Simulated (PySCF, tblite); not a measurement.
# C₄H₈BF₃P radical: geometry, infrared bands and EPR parameters

What infrared bands and EPR parameters should C₄H₈BF₃P radical (`FC(F)(F)CCC[B]P`) show?

Programs: tblite 0.8.0 and PySCF 2.14.0, with density-fitted response routines of our own. Each step states its level of theory. These are calculated values for one molecule in the gas phase, unless marked as measured. Atoms count from 0, in the outputs and in this text.

### Step 1. The molecule as given

17 atoms, charge 0, multiplicity 2; geometry from: force field or distance geometry start.

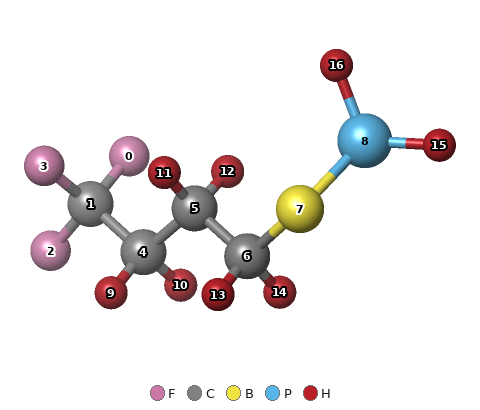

As it starts; fluorine pink, carbon grey, boron yellow, phosphorus blue, hydrogen red, atoms numbered.

### Step 2. Geometry optimisation with GFN2-xTB

Job settings and geometry (Å):

```
{"job": {"kind": "relax", "xc": "GFN2-xTB", "basis": "xTB"}, "charge": 0, "multiplicity": 2}
F     -1.967800     1.683200    -0.953000
C     -2.440400     0.877600     0.044400
F     -3.675500     0.390800    -0.322100
F     -2.515900     1.576100     1.254400
C     -1.527000    -0.331500     0.212300
C     -0.100600     0.043300     0.540800
C      0.795300    -1.153400     0.686200
B      2.289700    -0.736000     1.047800
P      3.243200     0.318800    -0.211700
H     -1.940800    -1.006900     1.012500
H     -1.453400    -0.943400    -0.719900
H     -0.025900     0.663300     1.461300
H      0.282100     0.661800    -0.311000
H      0.466200    -1.814400     1.506700
H      0.771200    -1.792300    -0.223600
H      4.564500    -0.168100    -0.494300
H      3.228200     1.743100     0.108800
```

The run is started by

```console
$ OMP_NUM_THREADS=1 python probes_run.py task.json out
```

The driver reads the jobs from task.json and runs them one after another.

Log:

```text
step      E/eV     max force
  0    -828.87525    2.178
  1    -829.19938    1.500
  2    -829.53762    1.096
  3    -829.62900    0.896
  4    -829.74718    0.802
  5    -829.80541    0.696
  6    -829.86232    0.516
  7    -829.88301    0.305
  8    -829.89510    0.298
  9    -829.90604    0.311
 10    -829.92012    0.341
 11    -829.93944    0.352
 12    -829.96043    0.289
 13    -829.97761    0.243
 14    -829.98816    0.256
 15    -829.99549    0.272
 16    -830.00294    0.241
 17    -830.00976    0.195
 18    -830.01546    0.198
 19    -830.02007    0.198
 20    -830.02373    0.151
 21    -830.02640    0.108
 22    -830.02835    0.098
 23    -830.03007    0.101
 24    -830.03197    0.115
 25    -830.03418    0.118
 26    -830.03662    0.110
 27    -830.03902    0.109
 28    -830.04126    0.118
 29    -830.04320    0.132
 30    -830.04491    0.093
 31    -830.04615    0.080
 32    -830.04700    0.056
 33    -830.04760    0.050
 34    -830.04817    0.053
 35    -830.04873    0.066
 36    -830.04930    0.059
 37    -830.04986    0.056
 38    -830.05043    0.053
 39    -830.05113    0.065
 40    -830.05205    0.090
 41    -830.05320    0.096
 42    -830.05445    0.089
 43    -830.05563    0.079
 44    -830.05676    0.089
 45    -830.05796    0.097
 46    -830.05924    0.104
 47    -830.06061    0.109
 48    -830.06220    0.131
 49    -830.06400    0.124
 50    -830.06625    0.121
 51    -830.06839    0.113
 52    -830.06967    0.077
 53    -830.07056    0.061
 54    -830.07122    0.055
 55    -830.07173    0.051
 56    -830.07213    0.053
 57    -830.07241    0.040
 58    -830.07266    0.036
 59    -830.07278    0.030
 60    -830.07294    0.027
 61    -830.07305    0.025
 62    -830.07315    0.029
 63    -830.07325    0.025
 64    -830.07337    0.026
 65    -830.07350    0.027
 66    -830.07364    0.031
 67    -830.07379    0.043
 68    -830.07396    0.040
 69    -830.07410    0.024
 70    -830.07420    0.020
 71    -830.07426    0.021
 72    -830.07433    0.026
 73    -830.07444    0.027
 74    -830.07456    0.024
 75    -830.07467    0.021
 76    -830.07474    0.021
 77    -830.07481    0.029
 78    -830.07492    0.032
 79    -830.07507    0.033
 80    -830.07519    0.023
 81    -830.07525    0.018
 82    -830.07528    0.016
 83    -830.07531    0.016
 84    -830.07536    0.019
 85    -830.07543    0.018
 86    -830.07550    0.019
 87    -830.07557    0.025
 88    -830.07568    0.028
 89    -830.07580    0.029
 90    -830.07594    0.028
 91    -830.07606    0.034
 92    -830.07620    0.039
 93    -830.07640    0.042
 94    -830.07665    0.043
 95    -830.07689    0.032
 96    -830.07706    0.035
 97    -830.07715    0.048
 98    -830.07728    0.027
 99    -830.07737    0.022
100    -830.07742    0.020
101    -830.07744    0.015
102    -830.07746    0.010
103    -830.07749    0.010
104    -830.07751    0.011
105    -830.07753    0.014
106    -830.07756    0.013
107    -830.07760    0.014
108    -830.07766    0.018
109    -830.07774    0.022
110    -830.07782    0.024
111    -830.07791    0.024
112    -830.07803    0.023
113    -830.07817    0.024
114    -830.07830    0.020
115    -830.07840    0.029
116    -830.07847    0.034
117    -830.07856    0.024
118    -830.07865    0.014
119    -830.07872    0.013
120    -830.07875    0.014
121    -830.07877    0.016
122    -830.07879    0.011
123    -830.07882    0.007
```

It took 1.1 s on 1 thread of Arm Neoverse V1, shared host.

Step by step: (not every step is listed)

```tsv
step	energy from step 0 (eV)	largest force (eV/Å)
0	0.0000	2.1777
1	-0.3241	1.5002
2	-0.6624	1.0960
3	-0.7537	0.8958
4	-0.8719	0.8023
5	-0.9302	0.6959
6	-0.9871	0.5157
7	-1.0078	0.3046
8	-1.0198	0.2985
19	-1.1448	0.1982
30	-1.1697	0.0931
41	-1.1779	0.0962
52	-1.1944	0.0774
63	-1.1980	0.0250
74	-1.1993	0.0238
85	-1.2002	0.0177
96	-1.2018	0.0346
107	-1.2023	0.0139
118	-1.2034	0.0137
119	-1.2035	0.0131
120	-1.2035	0.0140
121	-1.2035	0.0156
122	-1.2035	0.0115
123	-1.2036	0.0073
```

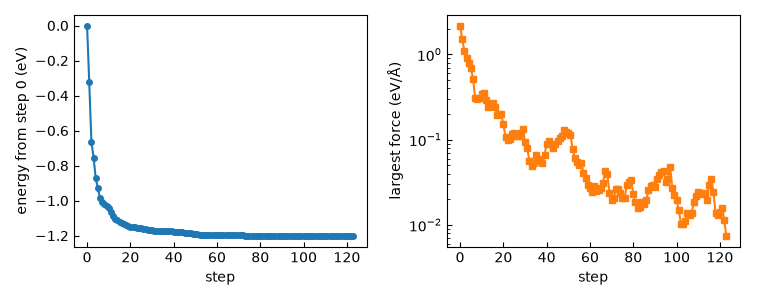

Energy and largest force along the relaxation.

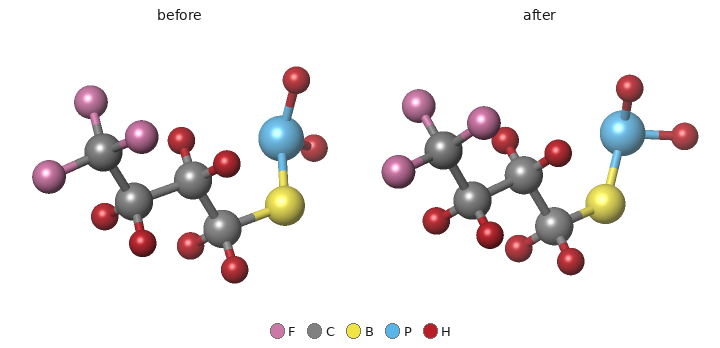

The geometry before (left) and after (right).

Close pairs (by a distance rule), those that changed most:

```tsv
bond	before (Å)	after (Å)	change (Å)
B7–P8	1.900	1.797	-0.102
P8–H16	1.460	1.389	-0.071
C1–F3	1.399	1.342	-0.057
P8–H15	1.436	1.390	-0.047
C5–C6	1.502	1.540	+0.038
C6–B7	1.593	1.558	-0.035
C4–H9	1.126	1.092	-0.034
C1–F2	1.377	1.345	-0.033
```

The end geometry stands in the next job.

### Step 3. Vibrational analysis with GFN2-xTB

Job settings and geometry (Å):

```
{"job": {"kind": "ir", "xc": "GFN2-xTB", "basis": "xTB"}, "charge": 0, "multiplicity": 2}
F     -2.162225     1.529403    -1.014351
C     -2.408961     0.863408     0.123635
F     -3.717289     0.554253     0.104013
F     -2.245079     1.744508     1.122949
C     -1.536444    -0.363437     0.280787
C     -0.053886     0.012481     0.305782
C      0.837412    -1.228653     0.494110
B      2.368876    -0.942197     0.472299
P      3.418043     0.327309    -0.247513
H     -1.828461    -0.857087     1.209964
H     -1.755033    -1.030055    -0.555821
H      0.124607     0.715221     1.122358
H      0.210424     0.510420    -0.629790
H      0.528251    -1.737338     1.412396
H      0.617908    -1.932442    -0.316781
H      4.591988     0.294361     0.495500
H      3.002871     1.551876     0.260013
```

Log:

```text
mode    cm-1     km/mol
  1      26.7      0.72
  2      47.8      0.79
  3      73.6      2.14
  4      93.3      1.01
  5     120.7      4.07
  6     142.9      2.08
  7     238.7      5.04
  8     271.1      6.49
  9     311.6      5.73
 10     332.4      0.61
 11     387.2     27.29
 12     454.7      8.68
 13     476.1      9.34
 14     516.4     12.09
 15     586.4     34.22
 16     675.0     11.14
 17     694.1     27.40
 18     730.9     29.34
 19     801.2      4.47
 20     829.0     11.19
 21     948.8     24.22
 22    1010.6     85.16
 23    1018.9    129.09
 24    1063.7    230.24
 25    1071.1      2.62
 26    1120.4    133.03
 27    1144.1     22.17
 28    1160.8    106.95
 29    1190.5    196.33
 30    1224.1     54.85
 31    1239.6     41.11
 32    1274.1      1.83
 33    1303.0     12.17
 34    1348.7     17.13
 35    1444.6      2.79
 36    1451.6     13.68
 37    1484.5      0.59
 38    2237.0     93.37
 39    2288.2    172.62
 40    2927.7     21.84
 41    2954.1     21.91
 42    2978.4     14.43
 43    2989.3      5.65
 44    2994.9     28.58
 45    2998.8     25.39
```

Run time: 0.72 s. Hardware: 1 thread of Arm Neoverse V1, shared host.

The strongest bands and the atoms that carry them (share of the mass-weighted mode):

```tsv
cm⁻¹	km/mol	atoms
1011	85.2	C6 20 %, C5 19 %, C1 17 %
1019	129.1	C1 20 %, H14 14 %, H10 12 %, C5 10 %
1064	230.2	C1 54 %, F2 14 %, C5 10 %
1120	133.0	B7 43 %, H15 20 %, H16 14 %, C6 11 %
1161	107.0	C1 34 %, H10 12 %, H9 12 %, C4 12 %
1190	196.3	C1 69 %
2237	93.4	H16 70 %, H15 28 %
2288	172.6	H15 69 %, H16 27 %
```

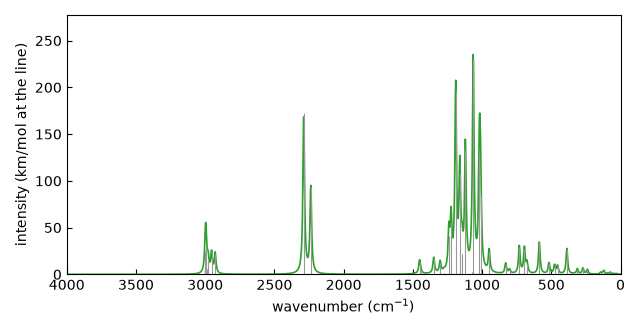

The infrared spectrum from these modes, unscaled. Lines are broadened to a width of 14 cm⁻¹ (Lorentzian).

### Step 4. EPR parameters: B3LYP/pcH-1

The job, as its differences from that of step 3:

```diff
@@ -1,2 +1,2 @@
-{"job": {"kind": "ir", "xc": "GFN2-xTB", "basis": "xTB"}, "charge": 0, "multiplicity": 2}
+{"job": {"kind": "epr", "basis": "pcH-1"}, "charge": 0, "multiplicity": 2}
 F     -2.162225     1.529403    -1.014351
```

Method: UKS B3LYP, pcH-1 on B C F H P, non-relativistic, mean-field spin-orbit, GIAO.

Log:

```text
UKS, coarse grid
  cycle   1  E = -822.79297976  |g| = 6.92e-01
  cycle   2  E = -822.61288716  |g| = 1.06e+00
  cycle   3  E = -822.95382126  |g| = 5.53e-02
  cycle   4  E = -822.95468665  |g| = 3.69e-02
  cycle   5  E = -822.95530127  |g| = 5.93e-03
  cycle   6  E = -822.95532239  |g| = 2.41e-03
  cycle   7  E = -822.95532703  |g| = 7.58e-04
UKS, final grid
  cycle   1  E = -822.95522555  |g| = 7.72e-04
  cycle   2  E = -822.95522550  |g| = 9.81e-04
  cycle   3  E = -822.95522592  |g| = 1.03e-04
  cycle   4  E = -822.95522594  |g| = 7.18e-05
  cycle   5  E = -822.95522595  |g| = 2.47e-05
E = -822.95522595 Eh   <S^2> = 0.7531 (exact 0.7500)
g shifts (ppm)      1          2          3
  rmc           -97        -97        -97
  gc              8        -35          6
  oz_so       -1751       -133        420
  total       -1840       -265        329
hyperfine (MHz)  atom isotope    a_iso     a_fc   dipolar eigenvalues
    0   19F      -0.05      -0.05     -0.64     -0.26      0.90
    1   13C       2.74       2.74     -0.33     -0.15      0.49
    2   19F       5.18       5.18     -2.35     -2.30      4.64
    3   19F      -0.10      -0.10     -0.66     -0.20      0.87
    4   13C       4.81       4.81     -1.02     -0.96      1.98
    5   13C      54.72      54.73     -3.92     -3.81      7.73
    6   13C       6.02       6.02     -2.67     -1.58      4.25
    7   11B     275.53     275.62    -43.13    -41.49     84.62
    8   31P      13.20      13.21    -21.29    -13.54     34.83
    9    1H      -0.52      -0.52     -1.25     -0.57      1.82
   10    1H      -0.13      -0.13     -1.21     -0.66      1.87
   11    1H      -2.67      -2.67     -3.38     -1.36      4.75
   12    1H      -2.06      -2.06     -3.83     -1.29      5.12
   13    1H      22.91      22.91     -4.73     -3.84      8.58
   14    1H       4.22       4.22     -4.83     -3.62      8.46
   15    1H      61.03      61.04     -4.58     -2.41      6.99
   16    1H      86.72      86.71     -3.99     -0.80      4.79
```

Wall time 2.2 min (1 thread of Arm Neoverse V1, shared host); peak memory 1.1 GiB.

Principal g values 2.00048, 2.00205, 2.00265; g(iso) = 2.00173, against 2.00232 for a free electron.

Hyperfine couplings; where a row names several nuclei, a(iso) is their mean (it holds for fast rotation or exchange) and the dipolar term the largest among them:

```tsv
nuclei	isotope	a(iso) (MHz)	a(iso) (G, at g = 2.0023)	largest dipolar term (MHz)
B7	11B	275.5	98.3	84.6
H15, H16	1H	73.9	26.4	7.0
C5	13C	54.7	19.5	7.7
H13, H14	1H	13.6	4.8	8.6
P8	31P	13.2	4.7	34.8
C6	13C	6.0	2.1	4.3
C4	13C	4.8	1.7	2.0
C1	13C	2.7	1.0	0.5
H11, H12	1H	-2.4	-0.8	5.1
F0, F2, F3	19F	1.7	0.6	4.6
H9, H10	1H	-0.3	-0.1	1.9
```

Mulliken spin populations:

F0 0.00; C1 0.00; F2 0.00; F3 0.00; C4 0.01; C5 0.04; C6 -0.04; B7 0.95; P8 -0.02; H9 0.00; H10 0.00; H11 0.00; H12 0.00; H13 0.01; H14 0.00; H15 0.02; H16 0.05

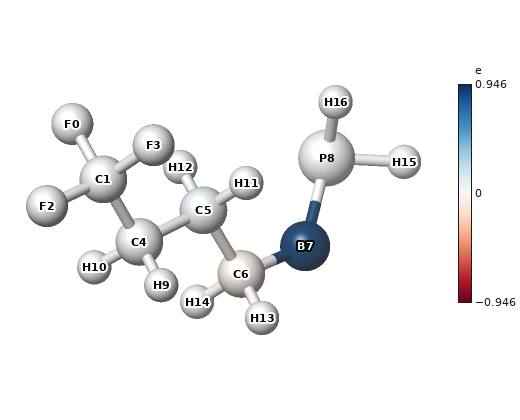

Mulliken spin populations, as colours on the atoms.

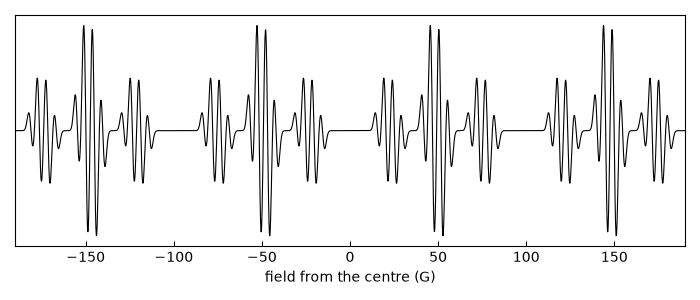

First-order isotropic spectrum (first derivative, main isotopes with spin only, couplings over 0.8 MHz, Gaussian width 0.9 G; couplings of the frozen geometry, rotation of groups not averaged beyond the rows shown).

Orbitals, density, ELF and potential are computed afterwards from the orbital file.

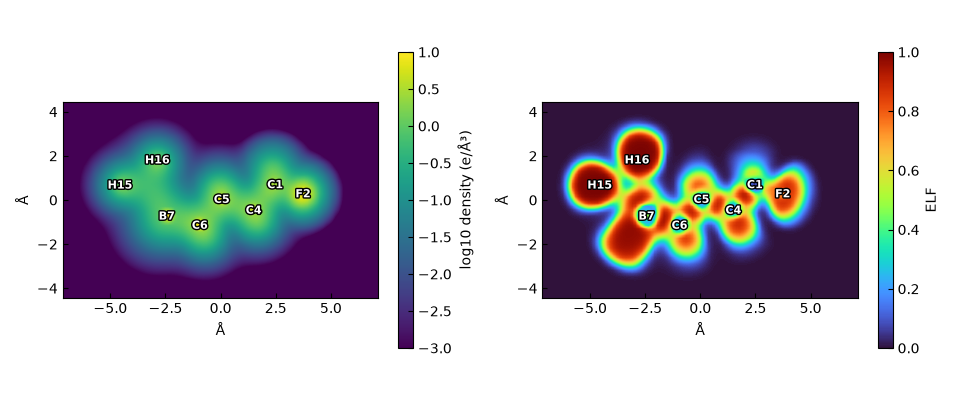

Density (left) and ELF (right) in a plane through or near 8 of the atoms.

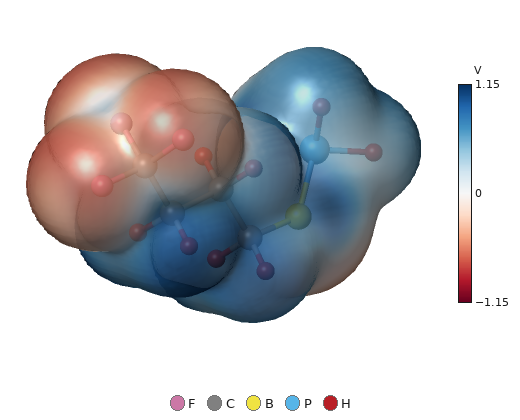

The potential that a unit positive charge feels on the 0.002 e/bohr³ surface, from -0.65 V near F2 to 1.15 V near H9.

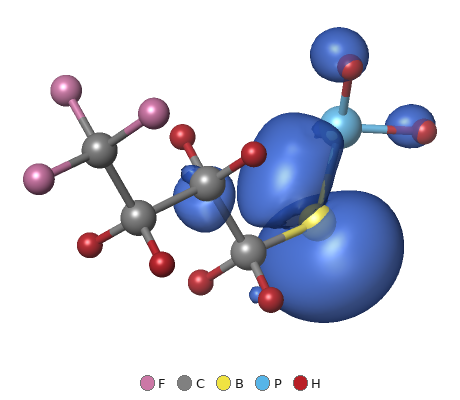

Spin density at ±0.02 e/Å³ (alpha excess blue, beta excess red).

### Step 5. What came out

| quantity | value |
| --- | --- |
| strongest single infrared mode (GFN2-xTB) | 1064 cm⁻¹, 230 km/mol |
| zero-point energy (GFN2-xTB) | 72.4 kcal/mol |
| g(iso) (B3LYP) | 2.00173 |
| ⟨S²⟩ | 0.753 (exact 0.75) |
| largest a(iso) (averaged by class) | 11B on B7, 275.5 MHz |
| potential on the surface of density 0.002 e/bohr³, 1st and 99th percentile | -0.65 V and 1.15 V |

**Reading.** Relaxing lowered the energy by 1.204 eV in 123 steps; the close pair that moved most is B7–P8, from 1.900 to 1.797 Å. No mode is imaginary among the 45: a minimum at this level. The strongest single mode, at 1064 cm⁻¹, moves mainly C1. GFN2-xTB is a fitted tight-binding method: band positions and strengths are rough. Its intensities can rank the bands wrongly. Most of the unpaired spin sits on B7 (0.95 e). The isotropic g lies 0.6 ppt below the free-electron value. These values are for one conformer; the search (at its own cheap level) found 2 more, at 0.69, 1.38 kcal/mol, and measured spectra average over such forms.
